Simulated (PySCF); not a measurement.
**H₄La (charge −1): density, localisation and related maps**

The calculation's input:

```
mol = gto.M(atom='''
La    -0.00000    -0.00000    -0.00000
H      1.28546     1.28546     1.28546
H     -1.28546    -1.28546     1.28546
H      1.28546    -1.28546    -1.28546
H     -1.28546     1.28546    -1.28546''',
    basis={'La': 'def2-SVP', 'H': 'def2-SVP'},
    ecp={'La': 'def2-SVP'},
    charge=-1, spin=0)
mf = dft.RKS(mol, xc='PBE0')
mf.grids.atom_grid = (75, 302)  # f atoms: at least (60, 302), unpruned
mf = mf.density_fit()  # La def2-universal-JKFIT, H def2-universal-JKFIT
mf.conv_tol = 1e-09; mf.max_cycle = 55
mf.kernel(dm0)
```

Command:

```sh
OMP_NUM_THREADS=2 python run.py
```

Core potentials replace the inner electrons of La.

Computed with RKS PBE0, La def2-SVP with ECP46, H def2-SVP; non-relativistic Hamiltonian with scalar-relativistic core potentials where named; density fitting in PySCF 2.14.0.

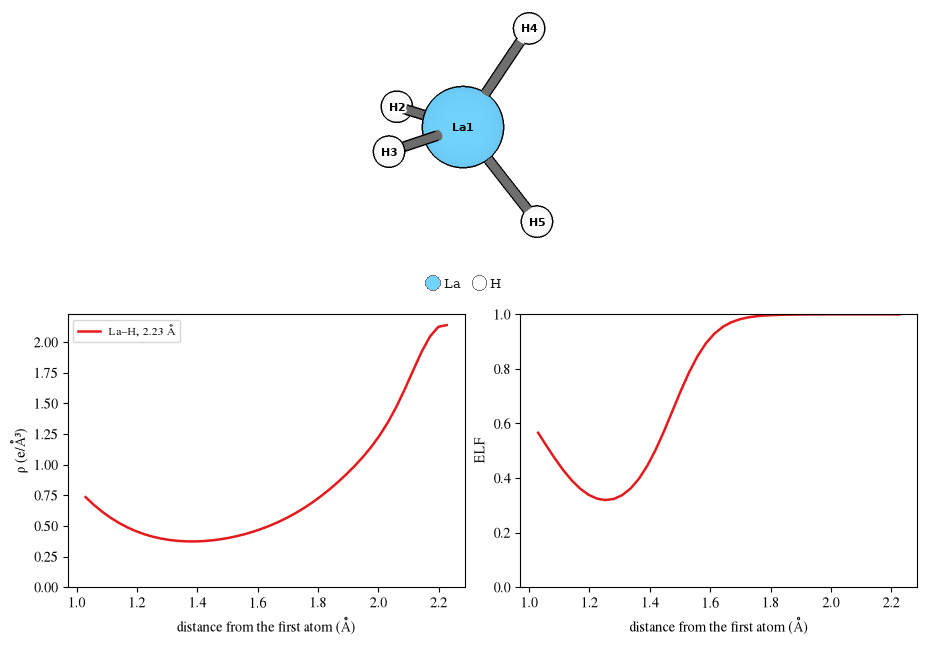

Figure 1. Electron density and ELF along straight lines between neighbouring atoms. The curves leave out the atomic cores. The structure is drawn too.

> What can be read from the curves?

La–H (2.23 Å): ρ is about 0.57 e/Å³ halfway; the ELF climbs to about 1 towards the hydrogen.

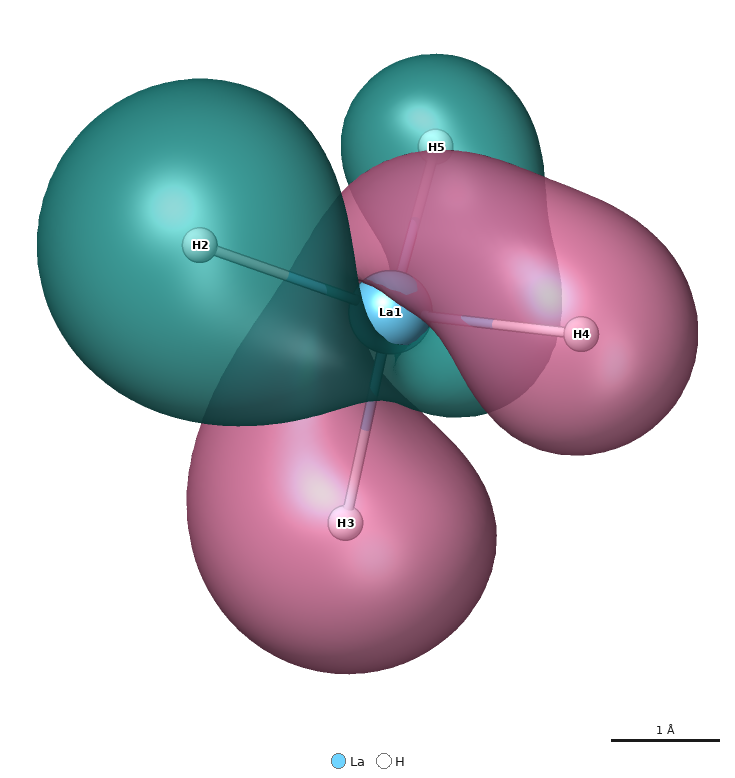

Figure 2. The HOMO at ±0.06 Å⁻³ᐟ² (teal and pink are the two phases), seen from one side.

> Where does this orbital lie, and at what energy?

By Hirshfeld shares it lies mainly on La1 (about 35 %), H2 (about 25 %) and H3 (about 25 %). It is one of a degenerate set, so its orientation is arbitrary. Its energy is −2.17 eV.
